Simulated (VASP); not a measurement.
Given:

```
Ir
1.0
    0.00000     1.93022     1.93022
    1.93022     0.00000     1.93022
    1.93022     1.93022     0.00000
Ir
1
Direct
  0.00000   0.00000   0.00000
```

Level of theory: rev-vdW-DF2, VASP's PBE PAW potentials (set 64) (plane waves; VASP 6.6.1). Numerical set-up: 520 eV cut-off, 18×18×18 Γ-centred mesh, tetrahedra with Blöchl corrections, potentials Ir.

Unless said otherwise, spin-orbit coupling is left out, though it shifts the bands of the heavy elements here.

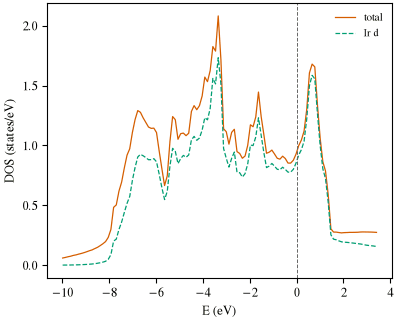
Figure: Total and projected density of states, zero at the Fermi level

Within 2 eV below the Fermi level the largest weight inside VASP's projection spheres is Ir d.

It has no gap at this level: it comes out as a metal or semimetal.

The compound is Ir in the fcc structure. It was relaxed first.
